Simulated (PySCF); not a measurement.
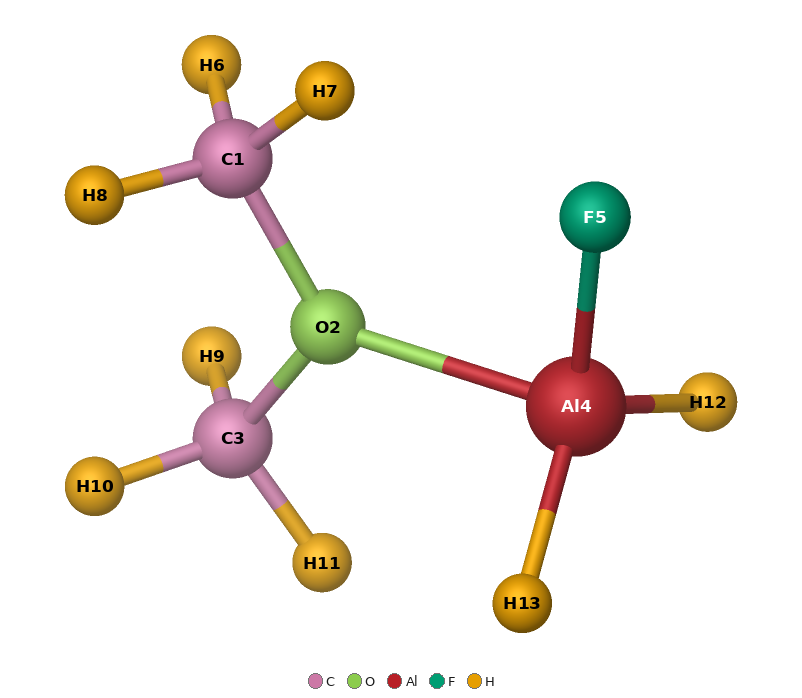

The computed structure is the end point of a PBE0-D3(BJ)/def2-SVP optimisation. No frequency run is at hand to confirm it as a minimum. Level of theory: delta-SCF UKS HF, pcX-2 on the ionised atom, pcseg-1 elsewhere, spin-free X2C (PySCF 2.14.0).

Give the core-electron binding energies (to vacuum; p and d levels without spin–orbit splitting) of C1 1s, O2 1s, Al4 1s, Al4 2p, F5 1s.

| atom | level | binding energy (eV) |
| --- | --- | --- |
| C1 | 1s | 293.4 |
| O2 | 1s | 539.9 |
| Al4 | 1s | 1567.3 |
| Al4 | 2p | 79.4 |
| F5 | 1s | 689.6 |
